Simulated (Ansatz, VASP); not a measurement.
# Cross-check of W (W(100)) between VASP and Ansatz

Wanted: the spread between two codes on one cell, functional and k mesh. The structure shown is the end of the VASP relaxation below.

Calculated with Ansatz 0.2.0; plane waves, with VASP 6.6.1 beside it; single point at PBE.

## (1) The structure

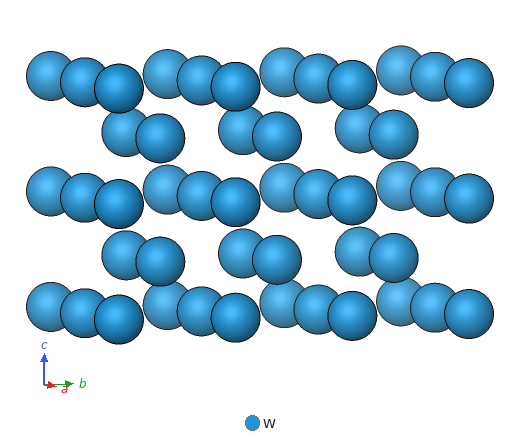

The starting structure, seen from the side, with the c axis up (tungsten blue). 2×3×1 cells are drawn. Some periodic images of atoms are drawn too.

The cell holds 5 atoms: 5 W. Its edges and angles: a = 3.172 Å, b = 3.172 Å, c = 21.344 Å, α = 90.0°, β = 90.0°, γ = 90.0°. It derives from W. As first built, before any earlier steps moved the atoms: 5 layers of bcc W, cut at this functional's lattice. Vacuum lies along c.

Structure file:

```xyz
5
Lattice="3.1721 0.0000 0.0000 0.0000 3.1721 0.0000 0.0000 0.0000 21.3441" Properties=species:S:1:pos:R:3
W     0.0000    0.0000    7.6537
W     1.5860    1.5860    9.0609
W     0.0000    0.0000   10.6721
W     1.5860    1.5860   12.2833
W     0.0000    0.0000   13.6905
```

## (2) VASP: relaxation, PBE

This run makes the geometry at which the two programs are then compared.

Lines of VASP's logs that name or quote its potential files are left out, and so is its time.

INCAR reads:

```
SYSTEM = W
PREC = Normal
ENCUT = 320
EDIFF = 1E-06
NELM = 120
ISMEAR = 1
SIGMA = 0.15
LREAL = .FALSE.
ALGO = Fast
GGA = PE
NBANDS = 21
LASPH = .TRUE.
LORBIT = 11
LWAVE = .FALSE.
LCHARG = .FALSE.
KPAR = 4
IBRION = 2
NSW = 50
ISIF = 2
EDIFFG = -0.01
POTIM = 0.4
MAXMIX = 40
```

POSCAR reads:

```
W
1.0
    3.1720616382      0.0000000000      0.0000000000
    0.0000000000      3.1720616382      0.0000000000
    0.0000000000      0.0000000000     21.3441232764
W
5
Direct
    0.0000000000      0.0000000000      0.3513847800
    0.5000000000      0.5000000000      0.4256923900
    0.0000000000      0.0000000000      0.5000000000
    0.5000000000      0.5000000000      0.5743076100
    0.0000000000      0.0000000000      0.6486152200
```

KPOINTS reads:

```
Automatic mesh
0
Gamma
10 10 1
0 0 0
```

The projector-augmented-wave data sets are W (PBE family, release 64).

Launch:

```console
> mpirun -np 4 vasp_std
```

Numbers of over 12 decimals in the logs are rounded to 6 here.

Log:

```text
[banner, memory and clock lines left out]
running    4 mpi-ranks, on    1 nodes
 distrk:  each k-point on    1 cores,    4 groups
 distr:  one band on    1 cores,    1 groups

 POSCAR found type information on POSCAR W
 POSCAR found :  1 types and       5 ions
 LDA part: xc-table for (Slater+PW92), standard interpolation
 POSCAR, INCAR and KPOINTS ok, starting setup
 FFT: planning ... GRIDC
 FFT: planning ... GRID_SOFT
 FFT: planning ... GRID
 WAVECAR not read
 entering main loop
       N       E                     dE             d eps       ncg     rms          rms(c)
DAV:   1     0.104724930779E+03    0.10472E+03   -0.86654E+03   882   0.769E+02
DAV:   2    -0.497285056487E+02   -0.15445E+03   -0.14788E+03  1310   0.194E+02
DAV:   3    -0.636744170779E+02   -0.13946E+02   -0.13142E+02  1077   0.595E+01
DAV:   4    -0.647283073204E+02   -0.10539E+01   -0.10127E+01  1530   0.138E+01
DAV:   5    -0.647558576331E+02   -0.27550E-01   -0.27263E-01  1370   0.225E+00    0.414E+01
RMM:   6    -0.626629505471E+02    0.20929E+01   -0.27343E+01  1020   0.183E+01    0.203E+01
RMM:   7    -0.691618652158E+02   -0.64989E+01   -0.56903E+01  1152   0.264E+01    0.149E+01
RMM:   8    -0.594059902579E+02    0.97559E+01   -0.25544E+01  1038   0.194E+01    0.427E+00
RMM:   9    -0.596990201782E+02   -0.29303E+00   -0.42379E+00  1091   0.832E+00    0.212E+00
RMM:  10    -0.596643275280E+02    0.34693E-01   -0.44588E-01  1113   0.258E+00    0.190E+00
RMM:  11    -0.596150589238E+02    0.49269E-01   -0.16115E-01  1015   0.152E+00    0.148E+00
RMM:  12    -0.596400522073E+02   -0.24993E-01   -0.24025E-01  1075   0.148E+00    0.918E-01
RMM:  13    -0.596238619395E+02    0.16190E-01   -0.20093E-02   953   0.790E-01    0.579E-01
RMM:  14    -0.596141072550E+02    0.97547E-02   -0.40041E-02  1032   0.651E-01    0.175E-01
RMM:  15    -0.596158323488E+02   -0.17251E-02   -0.28837E-02  1135   0.481E-01    0.185E-01
RMM:  16    -0.596147542187E+02    0.10781E-02   -0.31249E-03   935   0.285E-01    0.102E-01
RMM:  17    -0.596148808461E+02   -0.12663E-03   -0.16207E-03  1192   0.136E-01    0.261E-02
RMM:  18    -0.596150229528E+02   -0.14211E-03   -0.12497E-03  1080   0.111E-01    0.555E-02
RMM:  19    -0.596149490203E+02    0.73932E-04   -0.12067E-04   956   0.574E-02    0.418E-02
RMM:  20    -0.596149481776E+02    0.84269E-06   -0.35868E-04  1069   0.571E-02    0.915E-03
RMM:  21    -0.596149687687E+02   -0.20591E-04   -0.87327E-05  1187   0.307E-02    0.150E-02
RMM:  22    -0.596149659980E+02    0.27706E-05   -0.77413E-06   782   0.955E-03    0.121E-02
RMM:  23    -0.596149640966E+02    0.19014E-05   -0.54178E-05  1104   0.245E-02    0.657E-03
RMM:  24    -0.596149644429E+02   -0.34620E-06   -0.44456E-06   716   0.115E-02
   1 F= -.59614964E+02 E0= -.59610379E+02  d E =-.596150E+02
[... from here on, the cycles between the ionic steps are left out ...]
   2 F= -.59903216E+02 E0= -.59901340E+02  d E =-.288252E+00
   3 F= -.59914595E+02 E0= -.59913214E+02  d E =-.299630E+00
   4 F= -.59914760E+02 E0= -.59913404E+02  d E =-.299795E+00
   5 F= -.59937302E+02 E0= -.59935632E+02  d E =-.225423E-01
   6 F= -.59962246E+02 E0= -.59959353E+02  d E =-.474858E-01
   7 F= -.59962977E+02 E0= -.59959814E+02  d E =-.482174E-01
   8 F= -.59963324E+02 E0= -.59960678E+02  d E =-.346986E-03
 trial-energy change:   -0.000347  1 .order   -0.000340   -0.002274    0.001593
 step:   0.9458(harm=  0.9419)  dis= 0.00413  next Energy=   -59.963650 (dE=-0.673E-03)
 bond charge predicted
       N       E                     dE             d eps       ncg     rms          rms(c)
DAV:   1    -0.599636416837E+02   -0.31801E-03   -0.62450E-02   992   0.132E+00    0.681E-02
RMM:   2    -0.599636189008E+02    0.22783E-04   -0.66414E-04   930   0.176E-01    0.899E-03
RMM:   3    -0.599636440287E+02   -0.25128E-04   -0.24747E-04  1062   0.560E-02    0.821E-03
RMM:   4    -0.599636490311E+02   -0.50024E-05   -0.40088E-05  1074   0.238E-02    0.198E-03
RMM:   5    -0.599636498742E+02   -0.84312E-06   -0.85072E-06   748   0.931E-03
   9 F= -.59963650E+02 E0= -.59960797E+02  d E =-.672560E-03
 curvature:  -0.47 expect dE=-0.225E-05 dE for cont linesearch -0.292E-06
 trial: gam=-0.01941 g(F)=  0.477E-05 g(S)=  0.000E+00 ort = 0.297E-04 (trialstep = 0.147E+01)
 search vector abs. value=  0.416E-05
 reached required accuracy - stopping structural energy minimisation
```

Parts of OUTCAR (step 2):

```text
ion  position               nearest neighbor table
   1  0.000  0.000  0.351-   2 2.75   2 2.75   2 2.75   2 2.75   3 3.17
   2  0.500  0.500  0.426-   3 2.75   3 2.75   3 2.75   3 2.75   1 2.75   1 2.75   1 2.75   1 2.75
                             4 3.17
   3  0.000  0.000  0.500-   2 2.75   4 2.75   2 2.75   4 2.75   2 2.75   4 2.75   2 2.75   4 2.75
                             1 3.17   5 3.17
   4  0.500  0.500  0.574-   3 2.75   3 2.75   3 2.75   3 2.75   5 2.75   5 2.75   5 2.75   5 2.75
                             2 3.17
   5  0.000  0.000  0.649-   4 2.75   4 2.75   4 2.75   4 2.75   3 3.17

  LATTYP: Found a simple tetragonal cell.
 ALAT       =     3.1720616382
 C/A-ratio  =     6.7287857901

 Subroutine GETGRP returns: Found 16 space group operations
 (whereof 16 operations were pure point group operations)

The static configuration has the point symmetry D_4h.

 Found     21 irreducible k-points:

   k-points           NKPTS =     21   k-points in BZ     NKDIM =     21   number of bands    NBANDS=     21

   dimension x,y,z NGX =    14 NGY =   14 NGZ =   96
   dimension x,y,z NGXF=    28 NGYF=   28 NGZF=  192

   ENCUT  =  320.0 eV  23.52 Ry    4.85 a.u.   4.63  4.63 31.13*2*pi/ulx,y,z

   NELECT =      30.0000    total number of electrons

 k-points in reciprocal lattice and weights: Automatic mesh
   0.00000000  0.00000000  0.00000000       0.010
   0.10000000  0.00000000  0.00000000       0.040
   0.20000000  0.00000000  0.00000000       0.040
   0.30000000  0.00000000  0.00000000       0.040
   0.40000000  0.00000000  0.00000000       0.040
   0.50000000  0.00000000  0.00000000       0.020
   0.10000000  0.10000000  0.00000000       0.040
   0.20000000  0.10000000  0.00000000       0.080
   0.30000000  0.10000000  0.00000000       0.080
[...]
0.50000000  0.40000000  0.00000000       0.040
   0.50000000  0.50000000  0.00000000       0.010

 average (electrostatic) potential at core
       1 -45.1974       2 -45.1590       3 -45.5016       4 -45.1590       5 -45.1974

 E-fermi :   0.3326

 k-point     1 :       0.0000    0.0000    0.0000
  band No.  band energies     occupation
    ...
     14      -0.0224      2.00412
     15       0.0270      2.01414
     16       0.1098      2.05661
     17       0.3243      1.09360
     18       0.3243      1.09359
     19       0.6042     -0.02807
     20       1.8765     -0.00000
     21       1.8868     -0.00000

 k-point     2 :       0.1000    0.0000    0.0000
  band No.  band energies     occupation
    ...
     12      -0.4050      2.00000
     13      -0.2805      2.00000
     14      -0.2036      2.00001
     15      -0.1353      2.00009
     16       0.1885      2.04110
     17       0.5858     -0.03814
     18       0.8070     -0.00007
     19       1.1400     -0.00000
     20       1.2446     -0.00000
     21       1.6252     -0.00000

 k-point     3 :       0.2000    0.0000    0.0000
  band No.  band energies     occupation
    ...
     11      -1.3566      2.00000
     12      -0.9250      2.00000
     13      -0.5964      2.00000
     14      -0.3707      2.00000
     15      -0.3065      2.00000
     16       0.8197     -0.00004
     17       1.0780     -0.00000
     18       1.0869     -0.00000
     19       1.2343     -0.00000
     20       1.5150     -0.00000
    ...

  Total       -4.2254469     -4.2254469     -0.2875598      0.0000000      0.0000000      0.0000000
  in kB      -31.5225739    -31.5225739     -2.1452468      0.0000000      0.0000000      0.0000000
  external PRESSURE =     -21.7301316 kB  Pullay stress =       0.0000000 kB

  energy-cutoff  :      320.00
  volume of cell :      214.76
      direct lattice vectors                 reciprocal lattice vectors
     3.172061638  0.000000000  0.000000000     0.315252386  0.000000000  0.000000000
     0.000000000  3.172061638  0.000000000     0.000000000  0.315252386  0.000000000
     0.000000000  0.000000000 21.344123276     0.000000000  0.000000000  0.046851304

 POSITION                                       TOTAL-FORCE (eV/Angst)
 -----------------------------------------------------------------------------------
      0.00000      0.00000      7.65366        -0.000000     -0.000000     -0.007681
      1.58603      1.58603      9.06085        -0.000000      0.000000     -0.001687
      3.17206      0.00000     10.67206        -0.000000      0.000000     -0.000000
      1.58603      1.58603     12.28327        -0.000000      0.000000      0.001687
      3.17206      0.00000     13.69047         0.000000     -0.000000      0.007681
 -----------------------------------------------------------------------------------
    total drift:                                0.000000     -0.000000     -0.000000

  FREE ENERGIE OF THE ION-ELECTRON SYSTEM (eV)
  ---------------------------------------------------
  free  energy   TOTEN  =       -59.9636498742 eV

  energy  without entropy=      -59.9550905347  energy(sigma->0) =      -59.96079676

 reached required accuracy - stopping structural energy minimisation

 total charge
# of ion       s       p       d       tot
------------------------------------------
    1        0.673   0.430   4.139   5.242
    2        0.707   0.705   4.277   5.689
    3        0.674   0.695   4.171   5.540
    4        0.707   0.705   4.277   5.689
    5        0.673   0.430   4.139   5.242
--------------------------------------------------
tot          3.432   2.965  21.005  27.403

[... 3 further parts left out ...]
```

## (3) Ansatz: single point, PBE

Ansatz runs on its default PAW (the set named soft_2) files.

The same cell, functional, mesh and smearing now go to Ansatz, which takes its cutoff from its data sets.

input.yaml reads:

```yaml
crystal:
  lattice:
    - [3.17206164, 0.0, 0.0]
    - [0.0, 3.17206164, 0.0]
    - [0.0, 0.0, 21.34412328]
  atoms:
    - { symbol: W, position: [0.0, 0.0, 0.35858384] }
    - { symbol: W, position: [0.5, 0.5, 0.42451286] }
    - { symbol: W, position: [0.0, 0.0, 0.5] }
    - { symbol: W, position: [0.5, 0.5, 0.57548714] }
    - { symbol: W, position: [0.0, 0.0, 0.64141616] }
hamiltonian:
  xc: pbe
  pseudopotentials: { kind: paw }
kpoints:
  mp_grid: { grid: [10, 10, 1] }
scf:
  occupations: { method: methfessel_paxton, width: 0.15 }
  n_extra_bands: 5
output:
  forces: true
  eigenvalues: true
```

Launch:

```console
> ansatz run input.yaml --threads 4 --pin off --max-ram 9216MiB --backend cpu --events-out ev --progress --plain --runs-dir out
```

Log:

```text
scf.n_extra_bands = 5 over 35 filled bands (N_el = 70.0): the run solves 40 bands
Engine: ansatz 0.2.0, aarch64-unknown-linux-gnu
Pseudopotentials: kind: paw
Pseudopotential: W, paw, valence charge 14, recommended cutoff 420 eV (normal), W.paw.azcp
Functional definition: PBE
  parameter kappa = 0.804
  parameter beta = 0.066725
  exchange = pbe_x(kappa = kappa, mu = beta*pi^2/3)
  correlation = pbe_c(beta = beta)
Crystal: 5 atoms, lattice volume = 214.764 Å³
Basis set: ecut = 420 eV, 4239 PW (Γ), exchange–correlation on 48×48×288 points (8 copies of the dense FFT grid, shifted against one another)
Bands: 40, of which v1, the nominal top of the filled ones, is band 35 counted from 1 (34 counted from 0)
Symmetry: 16 space group operations
Space group: P4/mmm (ITA 123), of the structure as read, at distance tolerance 6.0e-5 Å
k-points: 21 of 100
Non-local potential: W, projectors of the file, l = 0: 3, l = 1: 2, l = 2: 2, l = 3: 1
PAW form: soft (Blöchl's): semilocal exchange-correlation on the pseudo side does not see the compensation charge
PAW one-centre angular grid: W, 590 points (default); XC on 64 Gauss nodes
Initial density: superposition of atomic densities (neutral atoms: chi_scale 0, normalization atom), corrected by the library's trained network
Initial wavefunctions: pseudopotential atomic-orbital guess
Functional: x = pbe(κ = 0.804, μ = 0.219515), c = pbe(β = 0.066725)
SCF iter   1: F=—  HF=-51919.037483 eV  |F-HF|=—  |Δ(HF+E_count)|=         —  Δρ=7.00e-3  dr2=5.23e-1  ethr=1.77e-3  ⟨swp⟩=8.5  Hψ=4082  notcnv=0
preconditioner: auto → LDOS  [metal: Δε(μ)=0.001 eV  Ē_g=4.092 eV  σ=0.150 eV  W_gap=0.01  n_scr=42 (ndim 8)  ℏωp=13.9 eV  f_vac=0.541  D(μ)=7.37/eV (n_scr^D=60)  β→1.0]
SCF iter   2: F=—  HF=-51919.004539 eV  |F-HF|=—  |Δ(HF+E_count)|=   3.29e-2  S|Δr|=    0.00e0  Δρ=5.02e-3  dr2=1.26e-1  ethr=7.47e-4  ⟨swp⟩=2.3  Hψ=1379  notcnv=0  defer=6
SCF iter   3: F=—  HF=-51918.995584 eV  |F-HF|=—  |Δ(HF+E_count)|=   8.96e-3  S|Δr|=    0.00e0  Δρ=1.33e-3  dr2=1.57e-2  ethr=1.80e-4  ⟨swp⟩=2.0  Hψ=1161  notcnv=0  defer=6
SCF iter   4: F=—  HF=-51918.995643 eV  |F-HF|=—  |Δ(HF+E_count)|=   5.92e-5  S|Δr|=    0.00e0  Δρ=3.56e-4  dr2=7.12e-4  ethr=2.25e-5  ⟨swp⟩=2.1  Hψ=1083  notcnv=0  defer=6
SCF iter   5: F=—  HF=-51918.995775 eV  |F-HF|=—  |Δ(HF+E_count)|=   1.32e-4  S|Δr|=    0.00e0  Δρ=1.32e-4  dr2=2.90e-5  ethr=1.02e-6  ⟨swp⟩=2.9  Hψ=1273  notcnv=0  defer=6
SCF iter   6: F=—  HF=-51918.996023 eV  |F-HF|=—  |Δ(HF+E_count)|=   2.48e-4  S|Δr|=    0.00e0  Δρ=4.31e-5  dr2=4.09e-6  ethr=4.15e-8  ⟨swp⟩=2.9  Hψ=1582  notcnv=0
SCF iter   7: F=—  HF=-51918.996030 eV  |F-HF|=—  |Δ(HF+E_count)|=   6.12e-6  S|Δr|=    0.00e0  Δρ=1.24e-5  dr2=4.98e-7  ethr=5.84e-9  ⟨swp⟩=3.0  Hψ=1550  notcnv=0
SCF iter   8: F=-51918.996030 eV  HF=-51918.996030 eV  |F-HF|=1.99e-8  |Δ(HF+E_count)|=   5.26e-7  S|Δr|=    0.00e0  Δρ=3.05e-6  dr2=4.53e-8  ethr=1.43e-10  ⟨swp⟩=10.8  Hψ=4217  notcnv=0
SCF 1 converged in 8 iterations: F = -51918.996030 eV  dr2 = 4.53e-8
  greatest PAW one-centre occupation: 1.000 electrons in one spin orbital (limit 2), on the W atom at site 2 (counted from 0), in its partial waves of l = 0
SCF converged after 8 iterations
Stability not checked: this state was not tested for a lower state beside it, because cold or Methfessel-Paxton smearing, or corrected tetrahedra, fill the levels in a way that the test cannot read (fill_not_monotonic; see scf.lower_state_search)
Free energy (F): -51918.996030 eV
Harris-Foulkes:  -51918.996030 eV  (|F-HF|=1.99e-8)
Internal energy: -51918.987112 eV  (E = F + TS)
E sigma→0 (E₀):  -51918.993801 eV
Entropy (-TS):   -0.008918 eV (-1.784 meV/atom)
Fermi energy:    5.812142 eV
--- Per-component energies (eV) ---
  E_band       = -1564.245949
  E_kinetic    = 2243.559544
  E_local      = -67840.370289  (includes V_loc(G=0)·N_el)
  E_nonlocal   = 8.682108
  E_hartree    = 32917.971825
  E_xc         = -1329.022650
  E_vxc        = -1186.488896  (∫ρ·V_xc dr)
  E_paw        = -42813.365601  (= ΣΔE_a)
  E_vpaw       = -625.623542  (= ΣTr[D̂ρ^β])
  E_aug_tail   = -0.000288  (compensation charges beyond the density's cutoff)
  E_ewald      = 24893.558239
  E_smearing   = -0.008918  (= −TS)
  E_closure    = -0.000000  (closes the sum)
  Σ components = -51918.996030   (vs F -51918.996030, Δ=0.00e0)
--- Forces (eV/Å), atoms counted from 1 ---
  atom   1  W      0.00000000     0.00000000    -0.31951670
  atom   2  W      0.00000000     0.00000000     0.11564512
  atom   3  W     -0.00000000     0.00000000     0.00000000
  atom   4  W      0.00000000     0.00000000    -0.11564512
  atom   5  W      0.00000000     0.00000000     0.31951670
  max |Σ_I F_I| component: 4.93e-32 eV/Å
--- Band table (eV; the first three rows and the last of 21) ---
  k-point 0: bands = [... 31 lower, 5.1673, 5.1673, 5.4648, 5.5022, 5.5993, 5.8094, 5.8094, 6.0649, ... 1 higher]
  k-point 1: bands = [... 31 lower, 5.0721, 5.2047, 5.2807, 5.3492, 5.6715, 6.0649, 6.2868, 6.6151, ... 1 higher]
  k-point 2: bands = [... 31 lower, 4.5491, 4.8830, 5.1119, 5.1767, 6.3004, 6.5662, 6.5671, 6.7148, ... 1 higher]
  k-point 20: bands = [... 31 lower, 4.7086, 4.7086, 7.4754, 7.4754, 7.5054, 7.7133, 8.1142, 8.1142, ... 1 higher]
```

Run time: 2.6 s. Hardware: 4 threads of Arm Neoverse V1, shared host; peak memory 0.6 GiB.

## (4) Side by side

Known differences besides the PAW data sets themselves: the data sets hold 70 valence electrons in Ansatz (default PAW (the set named soft_2) files) and 30 in VASP; the cutoff is 420 eV in Ansatz and 320 eV in VASP (PREC = Normal). Total energies have different zeros and are not compared.

At this near-relaxed geometry the largest component of a force difference is 312 meV/Å.

## (5) What moves the difference

The difference is large enough to ask for its cause, so further runs change the set-up of one program at a time, as the table lists.

```tsv
run	r.m.s. force difference (meV/Å)
as above	122
Ansatz's larger PAW set (cutoff 880 eV)	128
norm-conserving potentials (cutoff 1007 eV)	126
```

## (6) What came out

| Item | Value |
| --- | --- |
| r.m.s. force difference (single point, PBE) | 122 meV/Å |

**Reading.** The r.m.s. force difference is 122 meV/Å (single point, PBE), beyond the 12 meV/Å picked in this series as the mark of a large difference. For single point, PBE: no further run halves the r.m.s. force difference; only Ansatz's side was varied, and Ansatz's runs with other potentials lie closer to each other than to VASP, which for this quantity points to VASP's side; this was not tested here. How closely two codes agree says nothing of how well the functional describes the real material.

[Lines on the potential files, build, host, timing and source positions are cut from VASP's logs without a mark.]

[Logs are printed without paths, hosts, clocks, repeated set-up lines and the standing remarks that a program may print on its own settings, such as how far it seeks lower states.]

[Hosts, paths, dates, database ids (printed as entryN), source tags and the programs' standing remarks are cut or masked in the printed files.]
